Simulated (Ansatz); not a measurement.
**BNH3 (doublet): correlated methods under varied settings at distance B1–N2 = 1.118 Å**

Aim: run BNH3 (doublet) at one geometry under a spread of methods and options, and see what each costs and gives.

Computed with Ansatz 0.2.0, Gaussian basis. Level: the settings change from run to run.

23 further runs of the same task are left out: 2 for a mislabelled method, 11 that didn't finish, 10 set aside as unsound or not needed.

### Step 1. The geometry

The geometry derives from a PBE0/def2-TZVP stationary point (not a proven minimum). One bond is set to the value named and the two fragments are kept rigid.

5 atoms, charge 0, spin multiplicity 2.

Atoms are counted from 1 here; the program's logs count them from 0.

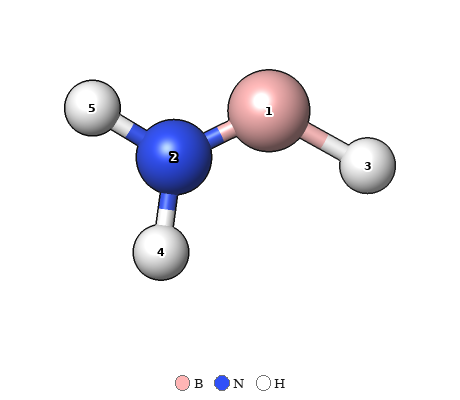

The geometry (boron pink, nitrogen blue, hydrogen white); atoms are numbered from 1 in the order of the file.

### Step 2. NEVPT4(SD)(7,4)/STO-3G

in.yaml

```yaml
crystal:
  periodic: [false, false, false]
  atoms:
    - {symbol: B, position_ang: [0.000000, -0.153277, 0.641644]}
    - {symbol: N, position_ang: [0.000000, 0.047857, -0.458115]}
    - {symbol: H, position_ang: [0.000000, 0.684345, 1.494363]}
    - {symbol: H, position_ang: [0.000000, 0.976176, -0.858327]}
    - {symbol: H, position_ang: [0.000000, -0.681533, -1.152073]}
basis:
  gaussian: {orbitals: STO-3G, point_charges: [{charge: -0.50, position_ang: [4.109, 0.887, 0.684]}]}
magnetization: {spin_polarized: false, initial_magnetization: 1}
correlation: {method: fic_nevpt4_sd, electrons: all, active_space: {window: {electrons: 7, orbitals: 4}, states: [{multiplicity: 2, weights: [1, 1, 0.5]}]}}
accuracy: high
scf: {lower_state_search: full}
```

Launch:

```console
$ ansatz run in.yaml --threads 1 --pin off --events-out ev --progress --plain --max-ram 2393MiB
```

Log, cut to the lines that bear on the results:

```text
Functional definition: HF
  name "HF"
  cite "Fock, Z. Phys. 61, 126 (1930) doi:10.1007/BF01340294"
  parent pbe
[...]
209 factors; integrals over basis functions are off by at most 2.8e-8 eV
[...]
mean field -2168.50269061 eV, -79.6910040159 hartree, gradient 3.2e-8 eV, S^2 0.750000; 6 other end points of the search recorded, 0 dependent functions left out
reference -2168.50269061 eV, -79.6910040159 hartree; 8, 7 occupied and 5, 6 virtual orbitals, 209 factors
state -2168.14347251 eV, -79.6778029942 hartree
state -2157.79401224 eV, -79.2974673446 hartree
state -2157.12225127 eV, -79.2727805842 hartree
state -2168.14347251 eV, -79.6778029942 hartree; corrected -2171.15332294 eV, -79.7884129575 hartree
state -2157.79401224 eV, -79.2974673446 hartree; corrected -2161.10558629 eV, -79.4191654463 hartree
state -2157.12225127 eV, -79.2727805842 hartree; corrected -2160.66666555 eV, -79.4030354066 hartree
state -2168.31296040 eV, -79.6840315595 hartree
state -2157.48647094 eV, -79.2861654104 hartree
state -2157.20297743 eV, -79.2757472158 hartree
state -2168.31296040 eV, -79.6840315595 hartree; corrected -2171.13320443 eV, -79.7876736158 hartree
state -2157.48647094 eV, -79.2861654104 hartree; corrected -2160.65564350 eV, -79.4026303535 hartree
state -2157.20297743 eV, -79.2757472158 hartree; corrected -2161.17909694 eV, -79.4218669129 hartree
state -2168.14347251 eV, -79.6778029942 hartree; corrected -2171.15332294 eV, -79.7884129575 hartree
state -2157.79401224 eV, -79.2974673446 hartree; corrected -2161.10558629 eV, -79.4191654463 hartree
state -2157.12225127 eV, -79.2727805842 hartree; corrected -2160.66666555 eV, -79.4030354066 hartree
[...]
WARN: 1 active orbitals are nearly empty or full. The corrections depend on them more than the energy does, and are more stable in an active space without them
Total energy: -2165.03689680 eV, -79.5636384428 hartree
```

Wall time 0.66 s (1 thread of Intel Xeon Platinum 8259CL at 2.50GHz, shared host).

From the report: 4 determinants; active occupations (of the averaged states) 2.00, 1.80, 1.60, 1.60. The report marks this result as in doubt.

### Step 3. BCCD on ROHF/6-31G

in.yaml

```yaml
crystal:
  periodic: [false, false, false]
  atoms:
    - {symbol: B, position_ang: [0.000000, -0.153277, 0.641644]}
    - {symbol: N, position_ang: [0.000000, 0.047857, -0.458115]}
    - {symbol: H, position_ang: [0.000000, 0.684345, 1.494363]}
    - {symbol: H, position_ang: [0.000000, 0.976176, -0.858327]}
    - {symbol: H, position_ang: [0.000000, -0.681533, -1.152073]}
basis:
  gaussian: {orbitals: 6-31G}
magnetization: {spin_polarized: false, initial_magnetization: 1}
correlation: {method: bccd, electrons: all}
accuracy: high
```

Same command.

Log, cut to the lines that bear on the results:

```text
Functional definition: HF
  name "HF"
  cite "Fock, Z. Phys. 61, 126 (1930) doi:10.1007/BF01340294"
  parent pbe
[...]
602 factors; integrals over basis functions are off by at most 3.9e-9 eV
[...]
mean field -2196.37938177 eV, -80.7154535207 hartree, gradient 1.9e-8 eV, S^2 0.750000; 0 other end points of the search recorded, 0 dependent functions left out
reference -2196.37938177 eV, -80.7154535207 hartree; 8, 7 occupied and 16, 17 virtual orbitals, 602 factors
second order -4.00575248 eV of doubles, -0.01532653 eV of singles
cycle   1  -4.34015155 eV  change   -3.2e-1 eV  update   5.4e-2
[...]
cycle  21  -4.53782789 eV  change  -6.9e-10 eV  update  9.5e-10
Total energy: -2200.91720966 eV, -80.8822156197 hartree
```

It took 1.3 s on 1 thread of Intel Xeon Platinum 8259CL at 2.50GHz, shared host.

From the report: correlation -4.5378 eV; largest double amplitude 0.05.

### Step 4. MP2 on ROHF/cc-pVDZ

Changes to in.yaml since step 3:

```diff
@@ -9,5 +9,4 @@
 basis:
-  gaussian: {orbitals: 6-31G}
+  gaussian: {orbitals: cc-pVDZ}
 magnetization: {spin_polarized: false, initial_magnetization: 1}
-correlation: {method: bccd, electrons: all}
-accuracy: high
+correlation: {method: mp2, electrons: outside_noble_gas}
```

Same command.

Log:

```text
Functional definition: HF
  name "HF"
  cite "Fock, Z. Phys. 61, 126 (1930) doi:10.1007/BF01340294"
  parent pbe
  exchange = exact_x
  correlation = 0
395 factors; integrals over basis functions are off by at most 1.3e-3 eV
mean field evaluation 1: about -2195.1703 eV, gradient 3.0e1 eV
mean field evaluation 2: about -2195.1707 eV, gradient 3.0e1 eV
mean field evaluation 4: about -2197.5238 eV, gradient 2.4e0 eV
mean field evaluation 8: about -2197.5571 eV, gradient 1.7e-4 eV
mean field -2197.55714716 eV, -80.7587356005 hartree, gradient 1.9e-6 eV, S^2 0.750000; 0 other end points of the search recorded, 0 dependent functions left out
mean field evaluation 16: about -2197.5294 eV, gradient 2.3e0 eV
2 core orbitals not correlated: weight in the atoms' cores, before any rotation towards them, 1.000 or more for the frozen orbitals, at most 0.000 for the correlated occupied ones
reference -2197.55714716 eV, -80.7587356005 hartree; 6, 5 occupied and 35, 36 virtual orbitals, 395 factors
second order -6.41170972 eV of doubles, -0.02625787 eV of singles
Total energy: -2203.99511474 eV, -80.9953265453 hartree
```

It took 0.36 s on 1 thread of Intel Xeon Platinum 8259CL at 2.50GHz, shared host.

### Step 5. CCSDT on UHF/STO-3G

Changes to in.yaml since step 4:

```diff
@@ -9,4 +9,5 @@
 basis:
-  gaussian: {orbitals: cc-pVDZ}
-magnetization: {spin_polarized: false, initial_magnetization: 1}
-correlation: {method: mp2, electrons: outside_noble_gas}
+  gaussian: {orbitals: STO-3G}
+magnetization: {spin_polarized: true, initial_magnetization: 1}
+correlation: {method: ccsdt, electrons: all}
+scf: {lower_state_search: full}
```

Same command.

Log, cut to the lines that bear on the results:

```text
Functional definition: HF
  name "HF"
  cite "Fock, Z. Phys. 61, 126 (1930) doi:10.1007/BF01340294"
  parent pbe
[...]
209 factors; integrals over basis functions are off by at most 3.8e-8 eV
[...]
mean field -2168.57047037 eV, -79.6934948762 hartree, gradient 1.2e-6 eV, S^2 0.758175; 2 other end points of the search recorded, 0 dependent functions left out
reference -2168.57047037 eV, -79.6934948762 hartree; 8, 7 occupied and 5, 6 virtual orbitals, 209 factors
second order -2.07735971 eV of doubles, -0.00000000 eV of singles
cycle   1  -2.46269893 eV  change   -3.9e-1 eV  update   5.7e-2
[...]
cycle  13  -2.75640099 eV  change    3.5e-7 eV  update   4.9e-7
Total energy: -2171.32687136 eV, -79.7947907444 hartree
```

Run time: 1.3 s. Hardware: 1 thread of Intel Xeon Platinum 8259CL at 2.50GHz, shared host.

From the report: ⟨S²⟩ of the determinant 0.758 (pure doublet: 0.75); correlation -2.7564 eV; T1 0.010; largest double amplitude 0.09.

### Step 6. BCCD(T) on UHF/6-31G

Changes to in.yaml since step 5:

```diff
@@ -9,5 +9,5 @@
 basis:
-  gaussian: {orbitals: STO-3G}
+  gaussian: {orbitals: 6-31G}
 magnetization: {spin_polarized: true, initial_magnetization: 1}
-correlation: {method: ccsdt, electrons: all}
-scf: {lower_state_search: full}
+correlation: {method: bccd_t, electrons: outside_noble_gas}
+accuracy: high
```

The command is unchanged.

Log, cut to the lines that bear on the results:

```text
Functional definition: HF
  name "HF"
  cite "Fock, Z. Phys. 61, 126 (1930) doi:10.1007/BF01340294"
  parent pbe
[...]
602 factors; integrals over basis functions are off by at most 3.9e-9 eV
[...]
mean field -2196.41268029 eV, -80.7166772185 hartree, gradient 2.0e-8 eV, S^2 0.756382; 0 other end points of the search recorded, 0 dependent functions left out
2 core orbitals not correlated: weight in the atoms' cores, before any rotation towards them, 1.000 or more for the frozen orbitals, at most 0.000 for the correlated occupied ones
reference -2196.41268029 eV, -80.7166772185 hartree; 6, 5 occupied and 16, 17 virtual orbitals, 602 factors
second order -3.92690353 eV of doubles, -0.00000000 eV of singles
cycle   1  -4.24185476 eV  change   -3.1e-1 eV  update   5.3e-2
[...]
cycle  21  -4.43918939 eV  change  -2.0e-10 eV  update  8.6e-10
perturbative correction -0.08719471 eV, -0.0032043466 hartree
Total energy: -2200.93906439 eV, -80.8830187662 hartree
```

Run time: 1.4 s. Hardware: 1 thread of Intel Xeon Platinum 8259CL at 2.50GHz, shared host.

From the report: ⟨S²⟩ of the determinant 0.756 (pure doublet: 0.75); correlation -4.5264 eV; largest double amplitude 0.05.

### Step 7. CCSDT(Q)/B on ROHF/6-31G

Changes to in.yaml since step 6:

```diff
@@ -10,4 +10,3 @@
   gaussian: {orbitals: 6-31G}
-magnetization: {spin_polarized: true, initial_magnetization: 1}
-correlation: {method: bccd_t, electrons: outside_noble_gas}
-accuracy: high
+magnetization: {spin_polarized: false, initial_magnetization: 1}
+correlation: {method: ccsdt_q_b, electrons: outside_noble_gas}
```

The command is unchanged.

Log, cut to the lines that bear on the results:

```text
Functional definition: HF
  name "HF"
  cite "Fock, Z. Phys. 61, 126 (1930) doi:10.1007/BF01340294"
  parent pbe
[...]
571 factors; integrals over basis functions are off by at most 1.4e-7 eV
[...]
mean field -2196.37938175 eV, -80.7154535199 hartree, gradient 1.8e-6 eV, S^2 0.750000; 0 other end points of the search recorded, 0 dependent functions left out
2 core orbitals not correlated: weight in the atoms' cores, before any rotation towards them, 1.000 or more for the frozen orbitals, at most 0.000 for the correlated occupied ones
reference -2196.37938175 eV, -80.7154535199 hartree; 6, 5 occupied and 16, 17 virtual orbitals, 571 factors
second order -3.93605773 eV of doubles, -0.01524118 eV of singles
cycle   1  -4.26172741 eV  change   -3.1e-1 eV  update   5.9e-2
[...]
cycle  14  -4.56992779 eV  change    7.7e-8 eV  update   4.7e-7
perturbative correction -0.00717119 eV, -0.0002635365 hartree
Total energy: -2200.95648074 eV, -80.8836588053 hartree
```

Run time: 5.5 s. Hardware: 1 thread of Intel Xeon Platinum 8259CL at 2.50GHz, shared host.

From the report: correlation -4.5771 eV; T1 0.016; largest double amplitude 0.06.

### Step 8. The runs in one table

Where basis and cores are those of an earlier UCCSDT(Q)/cc-pVDZ run (-2204.8287 eV), and the state is the same kind, the miss against it is given. † marks a result that the program doubts.

```
                                                                   level         correlated  functions  energy (eV)  from UCCSDT(Q) (meV)    time
NEVPT4(SD)(7,4)/STO-3G (mean of several states, beside a point charge) †                all         13   -2165.0369                        0.66 s
                                                      BCCD on ROHF/6-31G                all         24   -2200.9172                         1.3 s
                                                     MP2 on ROHF/cc-pVDZ  outside noble gas         43   -2203.9951                 833.6  0.36 s
                                                     CCSDT on UHF/STO-3G                all         13   -2171.3269                         1.3 s
                                                    BCCD(T) on UHF/6-31G  outside noble gas         24   -2200.9391                         1.4 s
                                                CCSDT(Q)/B on ROHF/6-31G  outside noble gas         24   -2200.9565                         5.5 s
```

### Step 9. Results

| quantity | value |
| --- | --- |
| runs | 6 |
| quickest | MP2 on ROHF/cc-pVDZ, 0.36 s |
| slowest | CCSDT(Q)/B on ROHF/6-31G, 5.5 s |

What this shows: Total energies in different bases, with other cores or another treatment of relativity can't be set against each other. CCSDT(Q)/B on ROHF/6-31G took 15 times as long as MP2 on ROHF/cc-pVDZ; the jobs differ in more than the method.
